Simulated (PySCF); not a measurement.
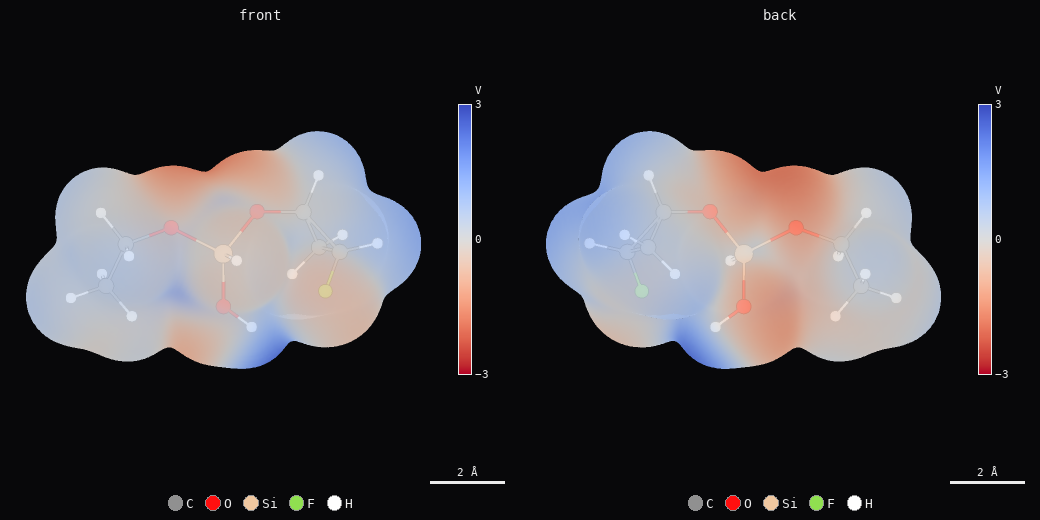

The picture shows: C5H11FO3Si. The electrostatic potential painted on the density surface at 0.002 e/bohr³, seen from the front and from behind; the colour scale runs from red (negative) to blue (positive).

Geometry: GFN2-xTB.

Level of theory: PBE0/pcSseg-1, SCF density, gas phase, non-relativistic in PySCF 2.14.0.

```yaml
atoms:
  - { symbol: C, position_ang: [-3.1862, 0.2629, -1.1244] }
  - { symbol: C, position_ang: [-2.8954, -0.1227, 0.3183] }
  - { symbol: O, position_ang: [-1.5960, 0.2225, 0.7012] }
  - { symbol: Si, position_ang: [-0.2319, -0.5253, 0.3045] }
  - { symbol: O, position_ang: [-0.0075, -0.4560, -1.3093] }
  - { symbol: O, position_ang: [0.7903, 0.3679, 1.1985] }
  - { symbol: C, position_ang: [2.1372, 0.5335, 1.1504] }
  - { symbol: C, position_ang: [2.8307, 1.0077, -0.1026] }
  - { symbol: C, position_ang: [3.0639, -0.3825, 0.4016] }
  - { symbol: F, position_ang: [2.5399, -1.4165, -0.3217] }
  - { symbol: H, position_ang: [-3.0681, 1.3358, -1.2504] }
  - { symbol: H, position_ang: [-2.4828, -0.2412, -1.7804] }
  - { symbol: H, position_ang: [-4.2014, -0.0197, -1.3902] }
  - { symbol: H, position_ang: [-3.0428, -1.2010, 0.4517] }
  - { symbol: H, position_ang: [-3.5713, 0.4076, 0.9980] }
  - { symbol: H, position_ang: [-0.1946, -1.9187, 0.7390] }
  - { symbol: H, position_ang: [0.7451, -0.8963, -1.6980] }
  - { symbol: H, position_ang: [2.5132, 0.9058, 2.0999] }
  - { symbol: H, position_ang: [2.2049, 1.1045, -0.9756] }
  - { symbol: H, position_ang: [3.6305, 1.7276, -0.0355] }
  - { symbol: H, position_ang: [4.0134, -0.6790, 0.8287] }
```

Describe the electrostatic potential map.

The most negative region (about −1.8 V, or −42 kcal/mol for a unit charge) lies over O3, the most positive (about +2.1 V, or +48 kcal/mol for a unit charge) over H17. O3 is the likeliest acceptor of a hydrogen bond.

How polar is the molecule by this calculation?

Its dipole moment is 1.89 D.
